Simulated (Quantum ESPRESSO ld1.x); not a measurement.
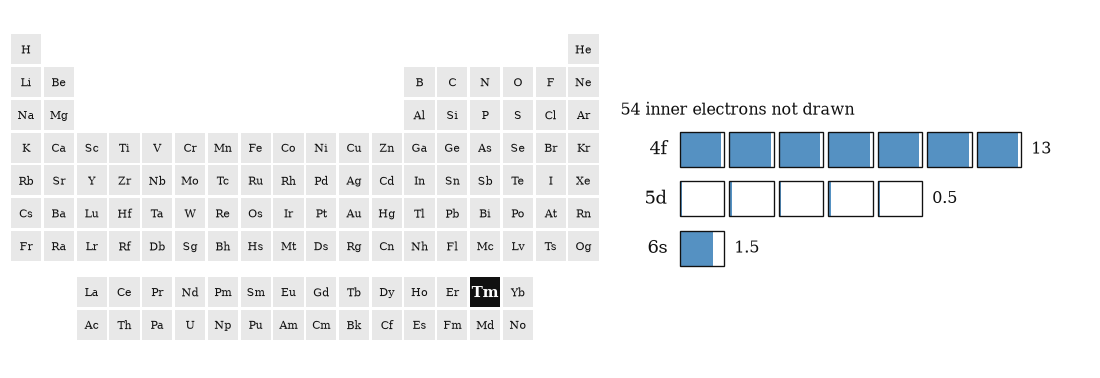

**Figure 1.** Left, the place of thulium in the periodic table; right, the outer shells as the input fills them: a box for each of the 2l + 1 orbitals, shaded by the share of the shell that is filled, with the electron count at the right.

# Atomic calculation, with input and output: Tm

Atomic thulium (Tm) in the configuration [Xe] 4f13 5d0.5 6s1.5 (open shells shared over both j by 2j + 1). Computed at this level: Dirac Kohn-Sham, BLYP, spin-unpolarised, spherical densities, point nucleus (Quantum ESPRESSO ld1.x 7.5).

The input:
```
 &input
    atom='Tm',
    iswitch=1,
    rel=2,
    dft='BLYP',
    config='[Xe] 4f13 5d0.5 6s1.5',
    rel_dist='average',
    verbosity='high',
    lsmall=.true.,
    prefix='ld1',
    max_out_wfc=37,
    file_charge='ld1.rho',
 /
```

The program's output:
```
     Program LD1 v.7.5 starts

 state nlj           4           3   2.5000000000000000       not converged
 state nlj           4           3   3.5000000000000000       not converged
 state nlj           4           3   2.5000000000000000       not converged
 state nlj           4           3   3.5000000000000000       not converged
 state nlj           5           2   1.5000000000000000       not converged
 state nlj           5           2   2.5000000000000000       not converged
 classical turning point too close to mesh           5           2           2
 classical turning point too close to mesh           5           2          -3
 classical turning point too close to mesh           4           3           3
 classical turning point too close to mesh           4           3          -4
 classical turning point too close to mesh           5           2           2
 classical turning point too close to mesh           5           2          -3
     --------------------------- All-electron run ----------------------------

     dirac relativistic calculation

     atomic number is 69.00
     dft =BLYP   lsd =0 sic =0 latt =0  beta=0.20 tr2=1.0E-14
     Exchange-correlation= BLYP
                           (   1   3   1   3   0   0   0)
     mesh =2105 r(mesh) =  99.27497 a.u. xmin = -8.00 dx = 0.00800
     1 Ry =  13.60569312 eV, c = 137.03599908

     n l j   nl                  e(Ry)          e(Ha)          e(eV)
     Spin orbit split results
     1 0 0.5 1S 1( 2.00)   -4352.997367251   -2176.498683626 -59225.5463440
     2 0 0.5 2S 1( 2.00)    -733.961738822    -366.980869411  -9986.0581824
     2 1 0.5 2P 1( 2.00)    -699.553835197    -349.776917598  -9517.9148047
     2 1 1.5 2P 1( 4.00)    -627.481320509    -313.740660254  -8537.3182873
     3 0 0.5 3S 1( 2.00)    -164.912155907     -82.456077954  -2243.7441855
     3 1 0.5 3P 1( 2.00)    -149.781345709     -74.890672854  -2037.8790253
     3 1 1.5 3P 1( 4.00)    -134.564121524     -67.282060762  -1830.8381428
     4 0 0.5 4S 1( 2.00)     -32.449481028     -16.224740514   -441.4976809
     4 1 0.5 4P 1( 2.00)     -26.367733914     -13.183866957   -358.7512960
     4 1 1.5 4P 1( 4.00)     -22.929477953     -11.464738977   -311.9714405
     3 2 1.5 3D 1( 4.00)    -108.763447681     -54.381723840  -1479.8020921
     3 2 2.5 3D 1( 6.00)    -105.437790650     -52.718895325  -1434.5542231
     5 0 0.5 5S 1( 2.00)      -3.881471280      -1.940735640    -52.8101071
     5 1 0.5 5P 1( 2.00)      -2.244418386      -1.122209193    -30.5368678
     5 1 1.5 5P 1( 4.00)      -1.825590299      -0.912795149    -24.8384214
     4 2 1.5 4D 1( 4.00)     -12.929102555      -6.464551278   -175.9094017
     4 2 2.5 4D 1( 6.00)     -12.303707100      -6.151853550   -167.4004631
     4 3 2.5 4F 1( 5.57)      -0.245264698      -0.122632349     -3.3369962
     4 3 3.5 4F 1( 7.43)      -0.157404078      -0.078702039     -2.1415916
     5 2 1.5 5D 1( 0.20)      -0.055629942      -0.027814971     -0.7568839
     5 2 2.5 5D 1( 0.30)      -0.043341971      -0.021670985     -0.5896976
     6 0 0.5 6S 1( 1.50)      -0.276979005      -0.138489503     -3.7684913
     Averaged results
     1 0     1S 1( 2.00)   -4352.997367251   -2176.498683626 -59225.5463440
     2 0     2S 1( 2.00)    -733.961738822    -366.980869411  -9986.0581824
     2 1     2P 1( 6.00)    -651.505492072    -325.752746036  -8864.1837931
     3 0     3S 1( 2.00)    -164.912155907     -82.456077954  -2243.7441855
     3 1     3P 1( 6.00)    -139.636529586     -69.818264793  -1899.8517703
     4 0     4S 1( 2.00)     -32.449481028     -16.224740514   -441.4976809
     4 1     4P 1( 6.00)     -24.075563274     -12.037781637   -327.5647257
     3 2     3D 1(10.00)    -106.768053462     -53.384026731  -1452.6533707
     5 0     5S 1( 2.00)      -3.881471280      -1.940735640    -52.8101071
     5 1     5P 1( 6.00)      -1.965199661      -0.982599830    -26.7379035
     4 2     4D 1(10.00)     -12.553865282      -6.276932641   -170.8040385
     4 3     4F 1(13.00)      -0.195058629      -0.097529315     -2.6539079
     5 2     5D 1( 0.50)      -0.048257159      -0.024128580     -0.6565721
     6 0     6S 1( 1.50)      -0.276979005      -0.138489503     -3.7684913

     final scf error:  3.7E-15 reached in  48 iterations

     Etot =  -27165.986971 Ry,  -13582.993485 Ha, -369612.082106 eV

     Ekin =   30088.747095 Ry,   15044.373547 Ha,  409378.259424 eV
     Encl =  -67344.728410 Ry,  -33672.364205 Ha, -916271.708194 eV
     Eh   =   10665.565482 Ry,    5332.782741 Ha,  145112.410936 eV
     Exc  =    -575.571138 Ry,    -287.785569 Ha,   -7831.044272 eV

     normalization and overlap integrals

     s(1S/1S) =  1.000000  <r> =   0.0200  <r2> =    0.0005  r(max) =   0.0126
     LC norm =  0.93311088 + SC norm =  0.06688912 =  1.00000000
     s(1S/2S) = -0.000000
     s(1S/3S) = -0.000000
     s(1S/4S) =  0.000000
     s(1S/5S) =  0.000000
     s(1S/6S) =  0.000000
     s(2S/2S) =  1.000000  <r> =   0.0843  <r2> =    0.0085  r(max) =   0.0718
     LC norm =  0.98503170 + SC norm =  0.01496830 =  1.00000000
     s(2S/3S) =  0.000000
     s(2S/4S) =  0.000000
     s(2S/5S) =  0.000000
     s(2S/6S) =  0.000000
     s(2P/2P) =  1.000000  <r> =   0.0701  <r2> =    0.0061  r(max) =   0.0543
     LC norm =  0.98497078 + SC norm =  0.01502922 =  1.00000000
     s(2P/3P) =  0.000000
     s(2P/4P) =  0.000000
     s(2P/5P) =  0.000000
     s(2P/2P) =  1.000000  <r> =   0.0775  <r2> =    0.0073  r(max) =   0.0602
     LC norm =  0.98624124 + SC norm =  0.01375876 =  1.00000000
     s(2P/3P) =  0.000000
     s(2P/4P) =  0.000000
     s(2P/5P) =  0.000000
     s(3S/3S) =  1.000000  <r> =   0.2205  <r2> =    0.0557  r(max) =   0.2031
     LC norm =  0.99515806 + SC norm =  0.00484194 =  1.00000000
     s(3S/4S) =  0.000000
     s(3S/5S) =  0.000000
     s(3S/6S) =  0.000000
     s(3P/3P) =  1.000000  <r> =   0.2103  <r2> =    0.0515  r(max) =   0.1905
     LC norm =  0.99521555 + SC norm =  0.00478445 =  1.00000000
     s(3P/4P) =  0.000000
     s(3P/5P) =  0.000000
     s(3P/3P) =  1.000000  <r> =   0.2241  <r2> =    0.0583  r(max) =   0.2047
     LC norm =  0.99557643 + SC norm =  0.00442357 =  1.00000000
     s(3P/4P) =  0.000000
     s(3P/5P) =  0.000000
     s(4S/4S) =  1.000000  <r> =   0.4977  <r2> =    0.2799  r(max) =   0.4630
     LC norm =  0.99843752 + SC norm =  0.00156248 =  1.00000000
     s(4S/5S) =  0.000000
     s(4S/6S) =  0.000000
     s(4P/4P) =  1.000000  <r> =   0.5061  <r2> =    0.2919  r(max) =   0.4667
     LC norm =  0.99852235 + SC norm =  0.00147765 =  1.00000000
     s(4P/5P) =  0.000000
     s(4P/4P) =  1.000000  <r> =   0.5381  <r2> =    0.3297  r(max) =   0.4936
     LC norm =  0.99865866 + SC norm =  0.00134134 =  1.00000000
     s(4P/5P) =  0.000000
     s(3D/3D) =  1.000000  <r> =   0.1973  <r2> =    0.0458  r(max) =   0.1610
     LC norm =  0.99569332 + SC norm =  0.00430668 =  1.00000000
     s(3D/4D) =  0.000000
     s(3D/5D) =  0.000000
     s(3D/3D) =  1.000000  <r> =   0.2016  <r2> =    0.0476  r(max) =   0.1650
     LC norm =  0.99579531 + SC norm =  0.00420469 =  1.00000000
     s(3D/4D) = -0.000000
     s(3D/5D) = -0.000000
     s(5S/5S) =  1.000000  <r> =   1.2316  <r2> =    1.7118  r(max) =   1.0897
     LC norm =  0.99968782 + SC norm =  0.00031218 =  1.00000000
     s(5S/6S) =  0.000000
     s(5P/5P) =  1.000000  <r> =   1.3964  <r2> =    2.2282  r(max) =   1.1899
     LC norm =  0.99975838 + SC norm =  0.00024162 =  1.00000000
     s(5P/5P) =  1.000000  <r> =   1.5160  <r2> =    2.6319  r(max) =   1.2788
     LC norm =  0.99979426 + SC norm =  0.00020574 =  1.00000000
     s(4D/4D) =  1.000000  <r> =   0.5650  <r2> =    0.3711  r(max) =   0.4975
     LC norm =  0.99884369 + SC norm =  0.00115631 =  1.00000000
     s(4D/5D) =  0.000000
     s(4D/4D) =  1.000000  <r> =   0.5764  <r2> =    0.3861  r(max) =   0.5056
     LC norm =  0.99888059 + SC norm =  0.00111941 =  1.00000000
     s(4D/5D) = -0.000000
     s(4F/4F) =  1.000000  <r> =   0.8007  <r2> =    0.9020  r(max) =   0.4936
     LC norm =  0.99932785 + SC norm =  0.00067215 =  1.00000000
     s(4F/4F) =  1.000000  <r> =   0.8273  <r2> =    0.9871  r(max) =   0.4975
     LC norm =  0.99934863 + SC norm =  0.00065137 =  1.00000000
     s(5D/5D) =  1.000000  <r> =   3.8387  <r2> =   20.1273  r(max) =   2.1168
     LC norm =  0.99995963 + SC norm =  0.00004037 =  1.00000000
     s(5D/5D) =  1.000000  <r> =   4.2083  <r2> =   24.4760  r(max) =   2.2387
     LC norm =  0.99996556 + SC norm =  0.00003444 =  1.00000000
     s(6S/6S) =  1.000000  <r> =   3.9798  <r2> =   18.1778  r(max) =   3.2867
     LC norm =  0.99997193 + SC norm =  0.00002807 =  1.00000000

     LC charge = 68.63842774 + SC charge =  0.36157226 = 69.00000000

     ------------------------ End of All-electron run ------------------------
```

Slater integrals of the outer shells (hartree):

```tsv
integral	value
F0(5d5/2,5d5/2)	0.2265
F2(5d5/2,5d5/2)	0.0993
F4(5d5/2,5d5/2)	0.0609
F0(5d5/2,5d3/2)	0.2364
F2(5d5/2,5d3/2)	0.1041
F4(5d5/2,5d3/2)	0.0640
G0(5d5/2,5d3/2)	0.2355
G2(5d5/2,5d3/2)	0.1039
```

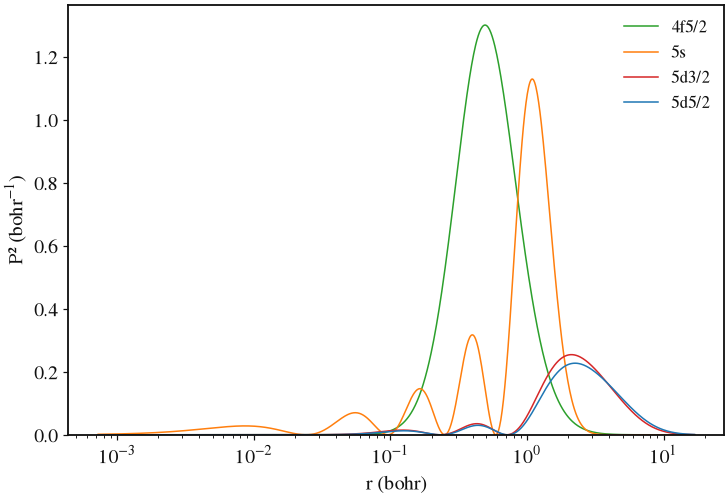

**Figure 2.** The radial probability densities P² (large components) of 5d3/2, 5s, 4f5/2 and 5d5/2. 4f5/2: outer maximum at 0.494 bohr, ⟨r⟩ = 0.801 bohr, 0 nodes, eigenvalue −3.34 eV; 5s: outer maximum at 1.09 bohr, ⟨r⟩ = 1.23 bohr, 4 nodes, eigenvalue −52.8 eV; 5d3/2: outer maximum at 2.12 bohr, ⟨r⟩ = 3.84 bohr, 2 nodes, eigenvalue −0.757 eV; 5d5/2: outer maximum at 2.24 bohr, ⟨r⟩ = 4.21 bohr, 2 nodes, eigenvalue −0.590 eV.

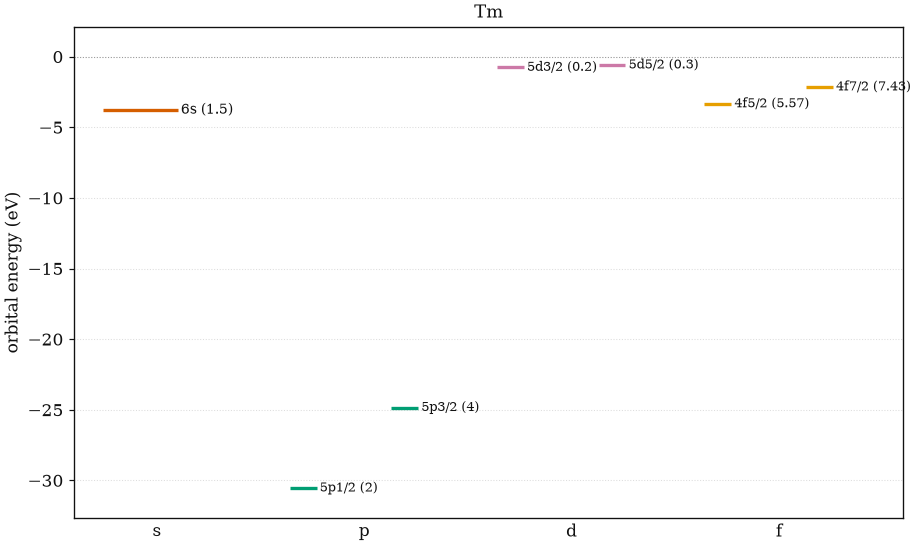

**Figure 3.** The outer levels are drawn by angular momentum (occupations in brackets, the lower j at the left of each column). The highest occupied level is 5d5/2 at −0.590 eV. The highest 4 occupied levels, from the top down, are 5d5/2 (−0.590 eV), 5d3/2 (−0.757 eV), 4f7/2 (−2.14 eV), 4f5/2 (−3.34 eV). Spin-orbit splittings: 5d 0.167 eV, 4f 1.20 eV, 5p 5.70 eV.

Summary:

- outcome: converged
- total energy: −13582.9935 hartree
- kinetic energy: 15044.3735 hartree
- electron–nucleus energy: −33672.3642 hartree
- Hartree energy: 5332.7827 hartree
- exchange–correlation energy: −287.785569 hartree
- radius at density 0.001 e/bohr³: 4.99 bohr
- SCF iterations: 48
- hardware: 1 CPU thread, shared host
- wall time: 1.4 s
